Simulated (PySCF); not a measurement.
# CH$_{4}$Cl$_{2}$Si: NMR shielding calculation

The run: NMR shielding calculation of CH$_{4}$Cl$_{2}$Si, SMILES ClC[SiH2]Cl. Method and program: GIAO HF/pcSseg-2 NMR shielding, non-relativistic, gas phase (PySCF 2.14.0).

The geometry comes from this level: PBE0-D3(BJ)/def2-SVP. Figures and captions count atoms from 1; the log counts them from 0 in places.

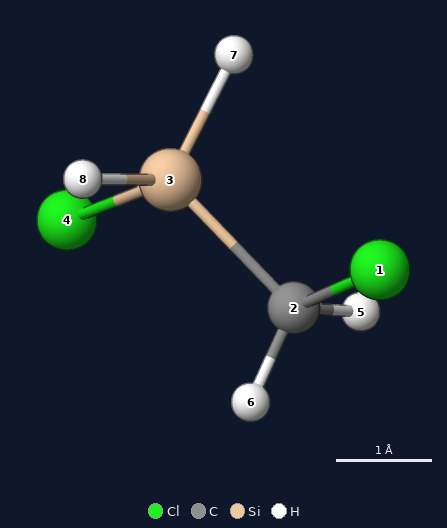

*The structure (ball-and-stick view, seen at a tilt; atoms are numbered from 1 in the order of the input).*

### Key numbers

| quantity | value |
| --- | --- |
| outcome | converged |
| total energy | −1248.247831 hartree |
| HOMO | −11.60 eV |
| LUMO | 2.49 eV |
| dipole moment | 0.42 D |
| isotropic shielding, Cl | 990.3 to 1006.9 ppm |
| isotropic shielding, C | 164.1 ppm |
| isotropic shielding, Si | 405.6 ppm |
| isotropic shielding, H | 27.1 to 28.8 ppm |
| hardware | 1 CPU thread, shared host |
| wall time | 14 s |
| peak memory | 0.85 GiB |

### Input
```
{"job": {"kind": "nmr", "xc": "HF", "basis": "pcSseg-2", "pop": false}, "charge": 0, "multiplicity": 1}
Cl    -2.001723    -1.039634     0.191647
C     -0.902477     0.369600     0.074971
Si     0.845329    -0.312252    -0.083252
Cl     2.160532     1.286774    -0.212580
H     -1.195016     0.969931    -0.798281
H     -1.027013     0.985606     0.976990
H      0.956045    -1.127803    -1.320715
H      1.182432    -1.113391     1.122091
```

The first line tells a small driver script what to run in PySCF; the rest is the geometry in Å.

### Log
```
final grid: 68120 points
cycle   1  E = -1248.1765196927  dE =  2.467e-01  |g| = 4.505e-01  |ddm| = 1.953e+00
cycle   2  E = -1248.2315421304  dE = -5.502e-02  |g| = 2.561e-01  |ddm| = 5.786e-01
cycle   3  E = -1248.2468057232  dE = -1.526e-02  |g| = 4.294e-02  |ddm| = 2.073e-01
cycle   4  E = -1248.2477641978  dE = -9.585e-04  |g| = 1.163e-02  |ddm| = 6.702e-02
cycle   5  E = -1248.2478225406  dE = -5.834e-05  |g| = 3.585e-03  |ddm| = 1.593e-02
cycle   6  E = -1248.2478295908  dE = -7.050e-06  |g| = 1.238e-03  |ddm| = 5.229e-03
cycle   7  E = -1248.2478307327  dE = -1.142e-06  |g| = 3.111e-04  |ddm| = 2.605e-03
cycle   8  E = -1248.2478308099  dE = -7.716e-08  |g| = 6.689e-05  |ddm| = 7.218e-04
cycle   9  E = -1248.2478308130  dE = -3.095e-09  |g| = 1.759e-05  |ddm| = 1.258e-04
cycle  10  E = -1248.2478308132  dE = -2.067e-10  |g| = 4.227e-06  |ddm| = 3.495e-05
converged SCF energy = -1248.2478308132

GIAO shielding tensors (ppm)
atom      isotropic    diamagn.    paramagn.     s11        s22        s33       span
  0 Cl     990.302    1145.262    -154.960    889.290    965.288   1116.328    227.038
  1 C      164.064     242.762     -78.698    145.598    146.391    200.205     54.607
  2 Si     405.607     872.506    -466.899    388.925    394.018    433.878     44.953
  3 Cl    1006.942    1147.844    -140.902    953.192   1009.682   1057.951    104.759
  4 H       28.828      29.405      -0.577     22.912     28.307     35.266     12.354
  5 H       28.831      29.423      -0.593     22.911     28.313     35.268     12.356
  6 H       27.110      28.249      -1.139     23.009     26.542     31.780      8.771
  7 H       27.112      28.264      -1.151     23.006     26.560     31.772      8.766
```

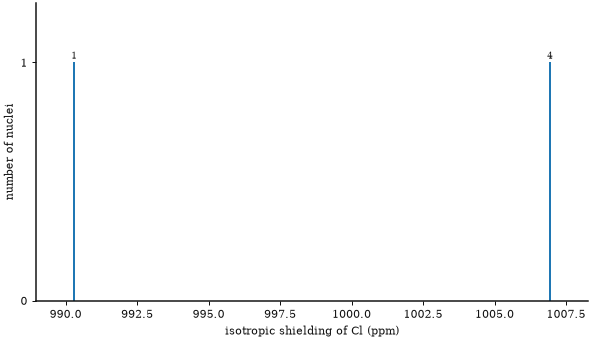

*Isotropic shieldings of the chlorine nuclei in this fixed geometry, labelled by atom number; shielding grows to the right, so chemical shift grows to the left.*

The least shielded is Cl1 (990.3 ppm), the most shielded Cl4 (1006.9 ppm).
